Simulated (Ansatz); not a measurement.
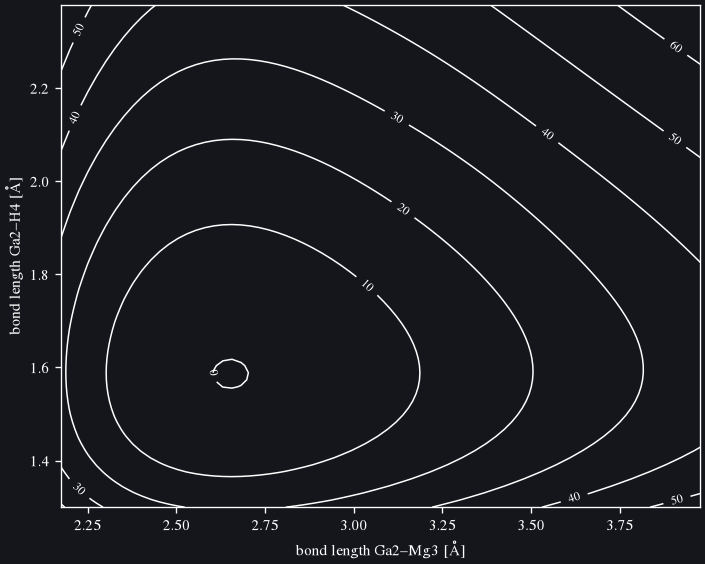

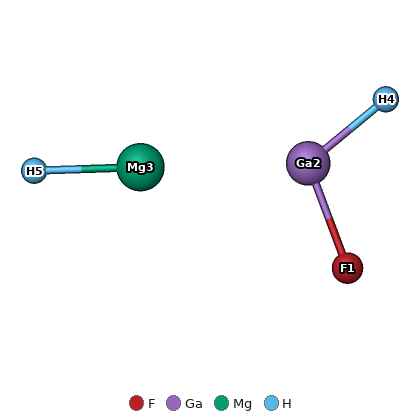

Energy landscape of FGaH2Mg. Coordinates scanned: (1) bond length Ga2–Mg3; (2) bond length Ga2–H4. Nothing is relaxed (all other coordinates rigid). The grid has 15 × 15 points. Energies are in kcal/mol, from the lowest grid point. The reference is spin-restricted, which grows unreliable where a bond is stretched far. All numbers below come from RKS PBE0-D4/def2-TZVP in Ansatz 0.2.0.

Drawn: contour lines labelled in kcal/mol. Between grid points the surface is interpolated. The second picture is the structure at the lowest point.

Question: Where are the wells?

Answer: The lowest grid point is at bond length Ga2–Mg3 = 2.689 Å, bond length Ga2–H4 = 1.608 Å. It is the only kind of minimum in the scanned range. The highest grid point, bond length Ga2–Mg3 = 3.977 Å, bond length Ga2–H4 = 2.379 Å, lies 66.2 kcal/mol above the lowest. Round the minimum the two coordinates are nearly uncoupled.

The values on the grid:

| bond length Ga2–H4 ↓, bond length Ga2–Mg3 → | 2.174 | 2.303 | 2.432 | 2.561 | 2.689 | 2.818 | 2.947 | 3.076 | 3.205 | 3.333 | 3.462 | 3.591 | 3.720 | 3.849 | 3.977 |
| --- | --- | --- | --- | --- | --- | --- | --- | --- | --- | --- | --- | --- | --- | --- | --- |
| 2.379 | 58.3 | 46.9 | 40.4 | 37.3 | 36.6 | 37.6 | 39.6 | 42.3 | 45.3 | 48.6 | 52.2 | 55.8 | 59.4 | 62.9 | 66.2 |
| 2.302 | 53.9 | 42.5 | 36.0 | 32.9 | 32.3 | 33.3 | 35.4 | 38.1 | 41.2 | 44.6 | 48.2 | 51.9 | 55.6 | 59.1 | 62.5 |
| 2.225 | 49.4 | 38.0 | 31.5 | 28.4 | 27.9 | 28.9 | 31.1 | 33.9 | 37.0 | 40.4 | 44.2 | 47.9 | 51.7 | 55.3 | 58.7 |
| 2.148 | 44.9 | 33.4 | 27.0 | 24.0 | 23.4 | 24.5 | 26.7 | 29.6 | 32.8 | 36.2 | 40.0 | 43.9 | 47.7 | 51.4 | 54.9 |
| 2.071 | 40.4 | 28.9 | 22.5 | 19.5 | 19.0 | 20.1 | 22.4 | 25.4 | 28.6 | 32.1 | 35.9 | 39.8 | 43.7 | 47.4 | 51.0 |
| 1.994 | 36.0 | 24.6 | 18.1 | 15.1 | 14.6 | 15.8 | 18.2 | 21.2 | 24.5 | 28.1 | 31.9 | 35.9 | 39.8 | 43.6 | 47.2 |
| 1.917 | 32.0 | 20.5 | 14.0 | 11.0 | 10.6 | 11.8 | 14.2 | 17.3 | 20.7 | 24.3 | 28.2 | 32.2 | 36.2 | 40.0 | 43.7 |
| 1.839 | 28.2 | 16.7 | 10.2 | 7.3 | 6.8 | 8.1 | 10.5 | 13.6 | 17.1 | 20.9 | 24.8 | 28.9 | 32.9 | 36.8 | 40.5 |
| 1.762 | 25.1 | 13.5 | 7.0 | 4.1 | 3.6 | 4.9 | 7.3 | 10.5 | 14.0 | 17.8 | 21.9 | 26.0 | 30.1 | 34.0 | 37.8 |
| 1.685 | 22.7 | 11.2 | 4.6 | 1.7 | 1.2 | 2.5 | 5.0 | 8.2 | 11.7 | 15.6 | 19.7 | 23.9 | 28.0 | 32.0 | 35.8 |
| 1.608 | 21.6 | 10.0 | 3.4 | 0.4 | 0.0 | 1.3 | 3.8 | 7.0 | 10.6 | 14.5 | 18.6 | 22.8 | 27.0 | 31.0 | 34.9 |
| 1.531 | 22.1 | 10.5 | 3.9 | 0.9 | 0.4 | 1.7 | 4.2 | 7.4 | 11.1 | 15.0 | 19.2 | 23.4 | 27.6 | 31.7 | 35.6 |
| 1.454 | 25.0 | 13.2 | 6.6 | 3.6 | 3.1 | 4.4 | 6.9 | 10.1 | 13.8 | 17.7 | 21.9 | 26.2 | 30.4 | 34.5 | 38.4 |
| 1.377 | 31.0 | 19.1 | 12.4 | 9.4 | 8.9 | 10.2 | 12.7 | 15.9 | 19.6 | 23.5 | 27.7 | 32.0 | 36.3 | 40.4 | 44.3 |
| 1.300 | 41.2 | 29.3 | 22.5 | 19.4 | 18.9 | 20.1 | 22.6 | 25.9 | 29.5 | 33.5 | 37.7 | 42.0 | 46.3 | 50.4 | 54.4 |

The input of one point:

```yaml
crystal:
  periodic: [false, false, false]
  atoms:
    - { symbol: F, position_ang: [-1.516218, -1.609345, -0.358868] }
    - { symbol: Ga, position_ang: [-0.392117, -0.688587, 0.678698] }
    - { symbol: Mg, position_ang: [0.819606, 1.215074, -0.783672] }
    - { symbol: H, position_ang: [-0.457313, -1.289204, 2.16889] }
    - { symbol: H, position_ang: [1.578902, 2.41678, -1.72517] }
basis:
  gaussian: { orbitals: def2-TZVP }
hamiltonian:
  xc: pbe0
  dispersion: d4
output:
  forces: true
```

Each point was launched as `ansatz run input.yaml --threads 1 --pin off --max-ram 2560MiB --backend cpu --events-out ev --progress --plain --runs-dir out`. The whole map (225 points run) took 25 min on 1 thread of Arm Neoverse N1 (shared host).
